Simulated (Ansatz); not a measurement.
HCl···BH2 (doublet)

The calculation's input:

```
crystal:
  periodic: [false, false, false]
  atoms:
    - { symbol: H, position_ang: [-0.3152, -1.0335, 0.5988] }
    - { symbol: B, position_ang: [0.0318, 0.3406, 0.0829] }
    - { symbol: Cl, position_ang: [0.1525, -1.0475, -1.1044] }
    - { symbol: H, position_ang: [1.0594, 0.7456, 0.4616] }
    - { symbol: H, position_ang: [-0.9285, 0.9947, -0.0389] }
magnetization:
  spin_polarized: true
  initial_magnetization: 1
basis:
  gaussian: { orbitals: "6-31G" }
hamiltonian:
  xc: pbe
  dispersion: d4
relax:
  f_tol: 0.15
  max_steps: 25
  restrain:
    - { distance: [0, 2], at: 1.33, k: 30.0 }
    - { distance: [1, 0], at: 2.45, k: 30.0 }
output:
  orbitals: {}
```

Run with:

```sh
ansatz run input.yaml --threads 1 --pin off --max-ram 2048MiB --backend cpu --events-out ev --progress --plain --runs-dir out
```

The fields are those of the relaxed geometry.

All numbers below come from UKS PBE-D4/6-31G in Ansatz 0.2.0.

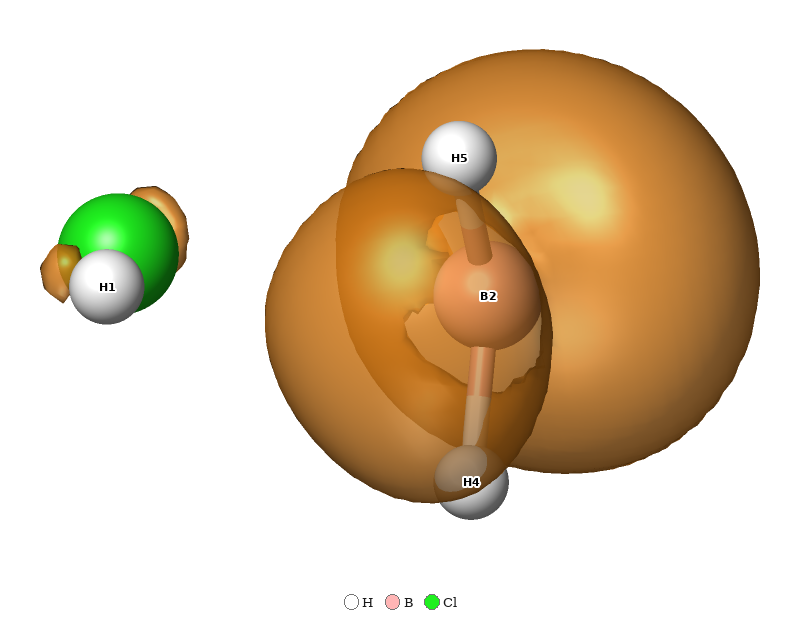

Figure 1. Isosurfaces of the spin density (α minus β) at +0.015 (orange) and −0.015 e/Å³ (purple), seen at a tilt.

> Where is the unpaired spin?

The unpaired spin (1 electron) lies mostly on B2 (about 0.9), in electrons by Hirshfeld's partition. Only one sign reaches the isovalue.

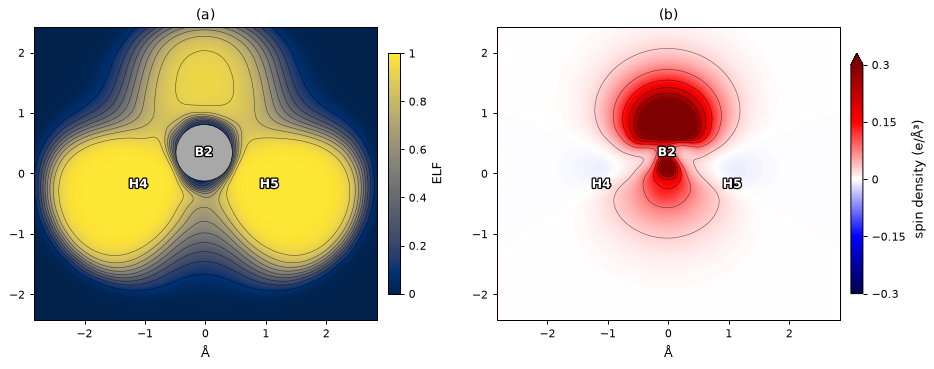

Figure 2. (a) electron localisation function; (b) spin density (α minus β) on the plane of atoms H4, B2 and H5. Grey discs cover the atomic cores in the ELF map.

> What does the map show?

- Atoms in the plane: B and H.
- B–H (1.20 Å): the ELF climbs to about 1 towards the hydrogen, as it does in any bond to H; a covalent bond by its length.
- The ELF also peaks beside B2, away from the bonds: non-bonding electrons, paired or unpaired.

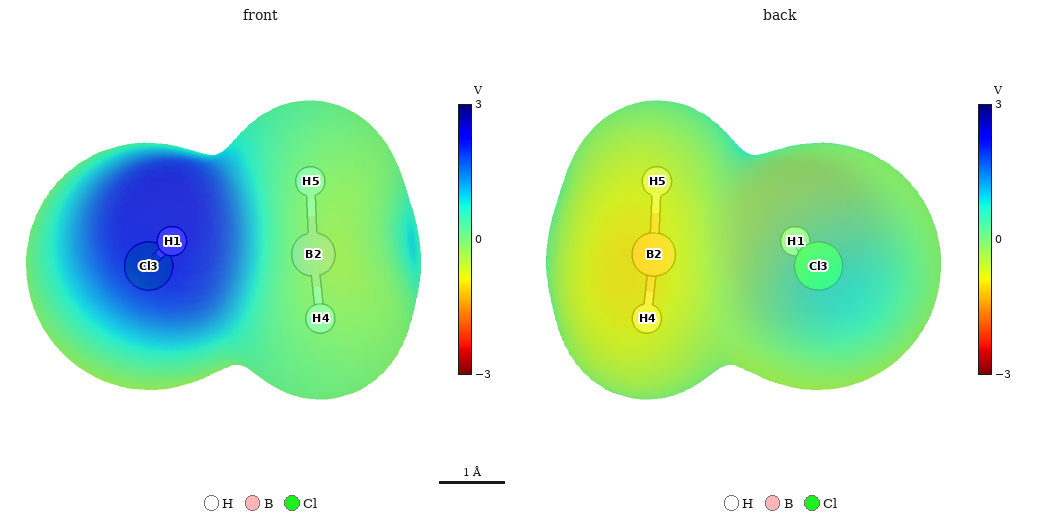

Figure 3. The molecular electrostatic potential painted on the density surface at 0.002 e/bohr³, seen from the front and from behind; the colour scale runs from red (negative) to blue (positive).

> Describe the electrostatic potential map.

The most negative region (about −1.0 V, or −23 kcal/mol for a unit charge) lies over H5, the most positive (about +2.3 V, or +53 kcal/mol for a unit charge) over H1. Cl3 shows a σ-hole: about +0.5 V, or +12 kcal/mol for a unit charge at the tip opposite its bond, against about −0.2 V on its flanks.
